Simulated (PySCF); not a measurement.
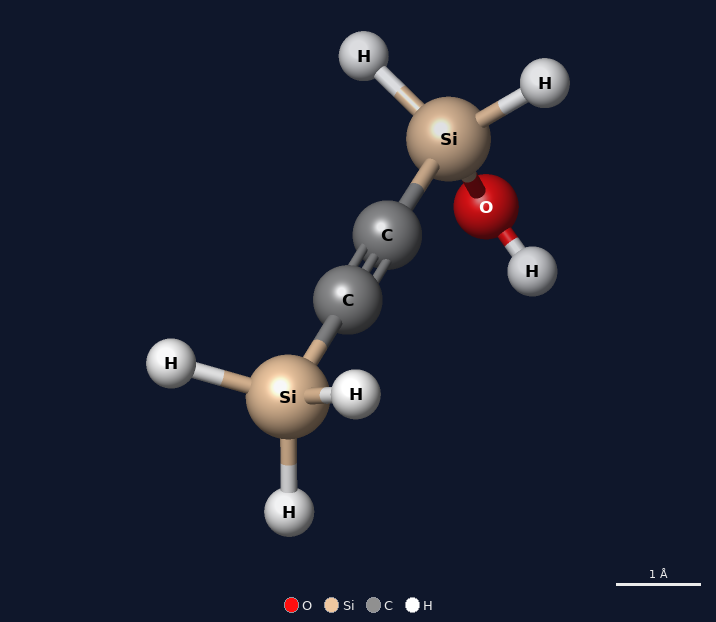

Double and triple bonds are drawn as two and three sticks.

Count the atoms of each element.

C2H6OSi2, 11 atoms: 2 carbon, 6 hydrogen, 1 oxygen and 2 silicon.

Describe its rings.

It has no ring.

Give a SMILES string for it.

O[SiH2]C#C[SiH3]

How many bonds of each kind are drawn?

5 Si–H, 2 C–Si, 1 O–Si, 1 C–C, 1 O–H.

The parts below concern this one geometry. Atoms keep their numbers from picture to picture. The computed structure is the end point of a PBE0-D3(BJ)/def2-SVP optimisation. No frequency run is at hand to confirm it as a minimum.

**Geometry**

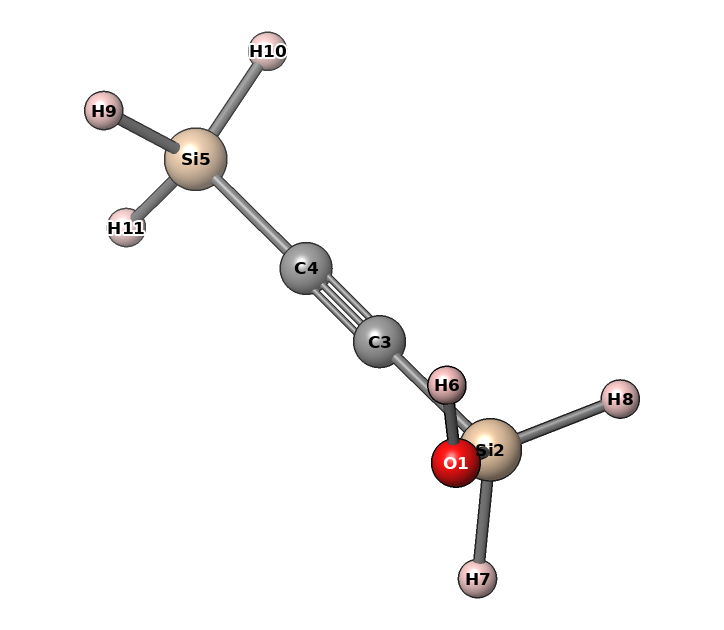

Si2 lies behind O1. The molecule seen a little off the O1–Si2 bond, O1 in front. Atoms fade into the background with distance from the viewer. No frequency run is at hand to confirm it as a minimum.

What is the torsion angle H6–O1–Si2–C3? The sign is positive where the front bond must turn clockwise to cover the back bond.

−52°, synclinal (gauche).

**Core levels**

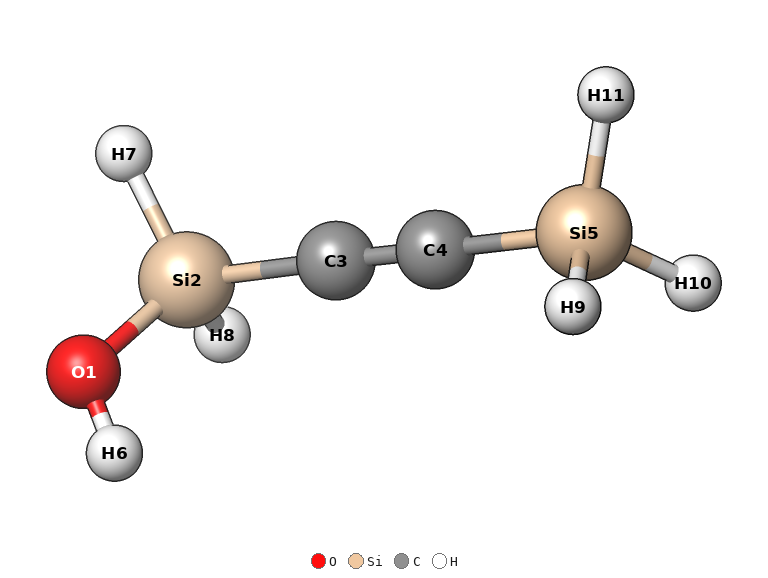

No frequency run is at hand to confirm it as a minimum. Level of theory: delta-SCF UKS SCAN, pcX-2 on the ionised atom, pcseg-1 elsewhere, spin-free X2C (PySCF 2.14.0).

Give the core-electron binding energies (to vacuum; p and d levels without spin–orbit splitting) of O1 1s, Si2 1s, Si2 2p, C3 1s, C4 1s, Si5 1s, Si5 2p.

```
atom  level  binding energy (eV)
  O1     1s                538.7
 Si2     1s               1847.7
 Si2     2p                107.9
  C3     1s                290.0
  C4     1s                290.1
 Si5     1s               1847.1
 Si5     2p                107.5
```

**Quadrupole coupling**

No frequency run is at hand to confirm it as a minimum. Electric field gradients from the ground-state density, PBE0/cc-pVTZ (PySCF 2.14.0), non-relativistic apart from any core potentials.

Give the largest field-gradient component, the quadrupole coupling constant and the asymmetry for 17O at O1 (Q = −25.6 mb), 2H at H6 (Q = 2.86 mb), 2H at H7 (Q = 2.86 mb).

```tsv
atom	V_zz (a.u.)	e²qQ/h (MHz)	η
O1	1.385	−8.33	0.64
H6	0.483	0.325	0.05
H7	0.141	0.095	0.03
```

**Levels of theory compared**

No frequency run is at hand to confirm it as a minimum. Program: PySCF 2.14.0.

Compare dipole (D), HOMO–LUMO gap (eV) at these levels: B3LYP/pcSseg-2; BP86/pcSseg-2; LDA/pcSseg-2; PBE0/6-311+G(2d,p); PBE0/aug-cc-pVDZ; PBE0/pcSseg-0.

```csv
level,dipole (D),HOMO–LUMO gap (eV)
B3LYP/pcSseg-2,1.42,6.67
BP86/pcSseg-2,1.38,5.05
LDA/pcSseg-2,1.46,4.92
"PBE0/6-311+G(2d,p)",1.41,7.04
PBE0/aug-cc-pVDZ,1.33,7.06
PBE0/pcSseg-0,1.93,7.44
```

**NMR shielding**

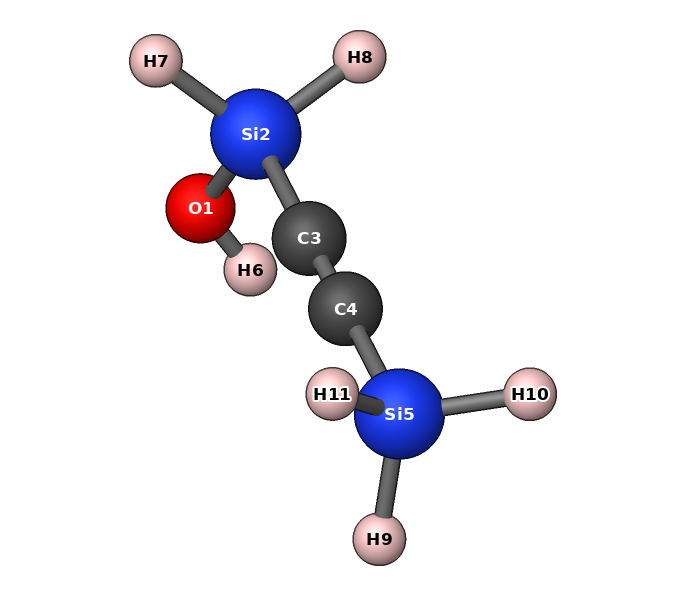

No frequency run is at hand to confirm it as a minimum. Level of theory: GIAO PBE0/def2-SVP NMR shielding, non-relativistic, gas phase (PySCF 2.14.0). Principal shieldings σ11 ≤ σ22 ≤ σ33, span Ω = σ33 − σ11, skew κ = 3(σiso − σ22)/Ω.

Give the shielding tensors of the O atoms.

| atom | σ11 | σ22 | σ33 | σiso | Ω | κ |
| --- | --- | --- | --- | --- | --- | --- |
| O1 | 298.3 | 318.1 | 351.3 | 322.6 | 53.1 | 0.25 |

Shieldings and span in ppm.
